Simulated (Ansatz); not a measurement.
CH₇AlSSi₂

Input file:

```
crystal:
  periodic: [false, false, false]
  atoms:
    - { symbol: Al, position_ang: [-0.2781, 0.8752, 1.9929] }
    - { symbol: C, position_ang: [-0.5133, 0.3761, 0.072] }
    - { symbol: Si, position_ang: [1.0031, 0.66, -0.9151] }
    - { symbol: Si, position_ang: [0.1844, -1.3171, -0.2701] }
    - { symbol: S, position_ang: [-1.0554, -2.295, -1.8099] }
    - { symbol: H, position_ang: [-1.4936, 1.7619, 2.6904] }
    - { symbol: H, position_ang: [1.0153, 0.5246, 2.7983] }
    - { symbol: H, position_ang: [-1.3945, 0.6566, -0.4905] }
    - { symbol: H, position_ang: [0.8484, 0.9268, -2.2949] }
    - { symbol: H, position_ang: [2.2556, 0.9549, -0.1072] }
    - { symbol: H, position_ang: [0.5432, -2.0458, 0.9594] }
    - { symbol: H, position_ang: [-1.0382, -1.1333, -2.5913] }
basis:
  gaussian: { orbitals: cc-pVDZ }
hamiltonian:
  xc: b3lyp
  dispersion: d4
relax:
  f_tol: 0.02
  max_steps: 50
output:
  orbitals: {}
```

Launched as:

```sh
ansatz run input.yaml --threads 2 --pin off --max-ram 3072MiB --backend cpu --events-out ev --progress --plain --runs-dir out
```

The fields are those of the run's last geometry, not of the input's.

Method: Ansatz, RKS B3LYP-D4/cc-pVDZ.

### What can the converged electron density and electron localisation function tell about the bonding?

C–Si (1.95 Å): the density is about 0.77 e/Å³ at the midpoint; the ELF peaks at about 0.90 between the atoms; localised, covalent bonding.
C–Al (1.94 Å): the density is about 0.65 e/Å³ at the midpoint; the ELF peaks at about 0.95 in the valence shell of C, 0.7 Å from its nucleus, and is about 0.75 at the midpoint.

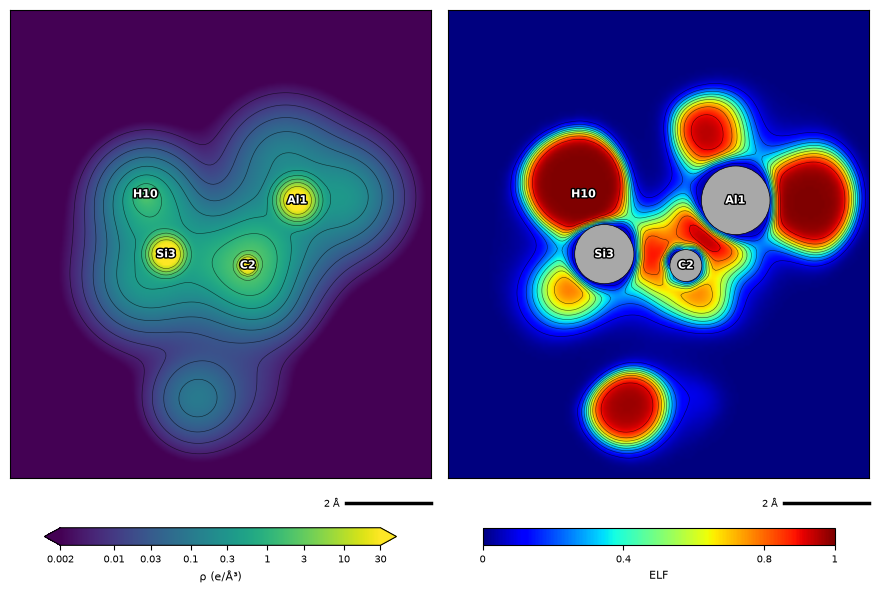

Computed electron density and electron localisation function on the plane of atoms C2, Si3 and H10, in this order. Grey discs cover the atomic cores in the ELF map. 
